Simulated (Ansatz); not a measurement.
# HF (hydrogen fluoride): levels of theory compared

Aim: a comparison of 6 runs (r2SCAN0/3-21G, BHLYP/cc-pVDZ, UB3LYP/cc-pVDZ, wB97M-V/cc-pVDZ, CCSDT(Q)/3-21G, FCI/cc-pVDZ) of HF (hydrogen fluoride). 

The results are computed with Ansatz 0.2.0.

57 further runs of the same task are left out: 1 that didn't finish, 56 set aside as unsound or not needed.

## 1. The system as given

HF: 2 atoms, total charge 0, spin state singlet. SMILES: `F`. The H2–F1 distance was set to 1.840 Å, away from the relaxed value.

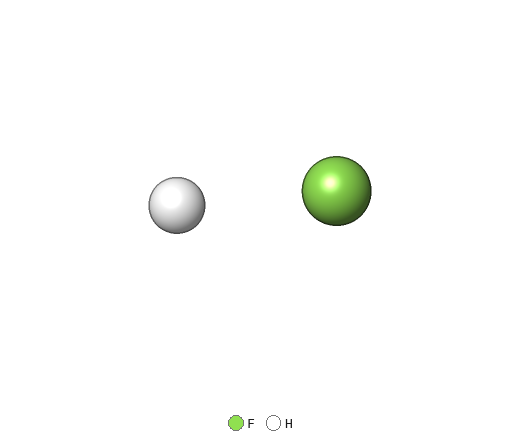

Viewed from a chosen angle; fluorine green, hydrogen white.

## 2. The energy at r2SCAN0/3-21G (run 1)

Contents of in.yaml:

```yaml
crystal:
  periodic: [false, false, false]
  atoms:
    - {symbol: F, position_ang: [-1.169981, 0.433793, -0.589190]}
    - {symbol: H, position_ang: [0.390000, -0.144600, 0.196400]}
basis:
  gaussian:
    orbitals: 3-21G.json
accuracy: high
hamiltonian:
  xc: {name: r2SCAN0}
```

The basis set 3-21G is read from a file made from the Basis Set Exchange's data (not shown).

Started as:

```bash
$ ansatz run in.yaml --threads 1 --pin off --max-ram 2610MiB --events-out events.jsonl --progress --plain --runs-dir runs
```

Output:

```text
Warning: RAYON_NUM_THREADS=1 ignored (pool sized by the plan → 1); use --threads N
Functional definition: r2SCAN0
  name "r2SCAN0"
  parameter a = 0.25
  parameter k0 = 0.174
  parameter k1 = 0.065
  parameter a1 = 4.9479
  exchange = (1 - a)*r2scan_x(k0 = k0, k1 = k1, a1 = a1) + a*exact_x
  correlation = r2scan_c
147 factors; integrals over basis functions are off by at most 3.5e-9 eV
mean field evaluation 1: about -2706.4432 eV, gradient 4.1e1 eV
mean field evaluation 2: about -2691.4350 eV, gradient 8.8e1 eV
mean field evaluation 4: about -2711.1053 eV, gradient 9.6e0 eV
mean field evaluation 8: about -2711.3290 eV, gradient 2.6e-1 eV
mean field evaluation 16: about -2711.3292 eV, gradient 8.3e-7 eV
mean field -2711.32916254 eV, -99.6395089184 hartree, gradient 2.0e-8 eV, S^2 0.000000; 0 other end points of the search recorded, 0 dependent functions left out
reference -2711.32916268 eV, -99.6395089236 hartree; 5, 5 occupied and 6, 6 virtual orbitals, 147 factors
Total energy: -2711.32916268 eV, -99.6395089236 hartree
```

It took 0.7 s on 1 thread of Arm Neoverse V2, shared host.

## 3. A single-point energy at BHLYP/cc-pVDZ (run 2)

Contents of in.yaml:

```yaml
basis:
  gaussian: {orbitals: cc-pVDZ}
crystal:
  periodic: [false, false, false]
  atoms:
    - {symbol: F, position_ang: [-1.169981, 0.433793, -0.589190]}
    - {symbol: H, position_ang: [0.390000, -0.144600, 0.196400]}
magnetization: {spin_polarized: false}
hamiltonian: {xc: {name: BHLYP}}
accuracy: high
```

Started as:

```bash
$ ansatz run in.yaml --threads 1 --pin off --max-ram 2610MiB --events-out events.jsonl --progress --plain --runs-dir runs
```

Output:

```text
Warning: RAYON_NUM_THREADS=1 ignored (pool sized by the plan → 1); use --threads N
Functional definition: BHLYP
  name "BHLYP"
  parameter a = 0.5
  exchange = (1 - a)*b88_x + a*exact_x
  correlation = lyp_c
297 factors; integrals over basis functions are off by at most 2.0e-9 eV
mean field evaluation 1: about -2721.8431 eV, gradient 4.1e1 eV
mean field evaluation 2: about -2707.8462 eV, gradient 9.2e1 eV
mean field evaluation 4: about -2726.4631 eV, gradient 6.4e0 eV
mean field evaluation 8: about -2726.5433 eV, gradient 4.7e-2 eV
mean field evaluation 16: about -2726.5433 eV, gradient 1.1e-7 eV
mean field -2726.54333831 eV, -100.1986195654 hartree, gradient 3.9e-9 eV, S^2 0.000000; 0 other end points of the search recorded, 0 dependent functions left out
reference -2726.54335262 eV, -100.1986200912 hartree; 5, 5 occupied and 14, 14 virtual orbitals, 297 factors
Total energy: -2726.54335262 eV, -100.1986200912 hartree
```

Run time: 0.32 s. Hardware: 1 thread of Arm Neoverse V2, shared host.

Runs 3 to 5 aren't shown in full; the table further down has their settings and results.

## 4. The energy at FCI/cc-pVDZ (run 6)

Contents of in.yaml:

```yaml
crystal:
  periodic: [false, false, false]
  atoms:
    - symbol: F
      position_ang: [-1.169981, 0.433793, -0.589190]
    - symbol: H
      position_ang: [0.390000, -0.144600, 0.196400]
basis:
  gaussian:
    orbitals: cc-pVDZ
accuracy: high
total_charge: 0
correlation:
  method: fci
  frozen_orbitals: {F: 1, H: 0}
```

Started as:

```bash
$ ansatz run in.yaml --threads 1 --pin off --max-ram 2610MiB --events-out events.jsonl --progress --plain --runs-dir runs
```

Output, cut to the lines that bear on the results:

```text
Warning: RAYON_NUM_THREADS=1 ignored (pool sized by the plan → 1); use --threads N
Functional definition: HF
  name "HF"
[...]
297 factors; integrals over basis functions are off by at most 2.0e-9 eV
[...]
mean field -2715.45918756 eV, -99.7912845387 hartree, gradient 7.2e-9 eV, S^2 0.000000; 0 other end points of the search recorded, 0 dependent functions left out; unrestricted orbitals would lower it
[...]
unrestricted determinant -2717.84827832 eV, -99.8790820044 hartree, S^2 0.8798
1 core orbitals not correlated: weight in the atoms' cores, before any rotation towards them, 1.000 or more for the frozen orbitals, at most 0.000 for the correlated occupied ones
reference -2715.45918756 eV, -99.7912845387 hartree; 4, 4 occupied and 14, 14 virtual orbitals, 297 factors
state -2722.85177428 eV, -100.0629570894 hartree
Total energy: -2722.85177428 eV, -100.0629570894 hartree
```

Wall time 9.6 s (1 thread of Arm Neoverse V2, shared host); peak memory 0.27 GiB.

## 5. All runs side by side

```
run            level  frozen core orbitals  energy (Eh)  wall time
  1    r2SCAN0/3-21G                     –   -99.639509      0.7 s
  2    BHLYP/cc-pVDZ                     –  -100.198620     0.32 s
  3   UB3LYP/cc-pVDZ                     –  -100.268276      1.1 s
  4  wB97M-V/cc-pVDZ                     –  -100.219189      2.3 s
  5   CCSDT(Q)/3-21G                     1   -99.457027      0.3 s
  6      FCI/cc-pVDZ                     1  -100.062957      9.6 s
```

## 6. Outcome

| quantity | value |
| --- | --- |
| run 6: total energy | -100.06296 Eh |
| run 6: correlation energy (1 core orbital frozen) | -271.7 mEh |

**Reading.** Totals of different functionals can't be ranked against each other. In run 5 the log says that unrestricted orbitals would lower the reference, so the values rest on an unstable closed-shell determinant (other closed-shell runs at this shape may share the fault). In runs 1, 2, 4 a closed-shell determinant meets a far-stretched bond, which it describes badly. Spin contamination of the reference: run 3 ⟨S²⟩ = 0.47. All runs together took 14 s, the longest 9.6 s.
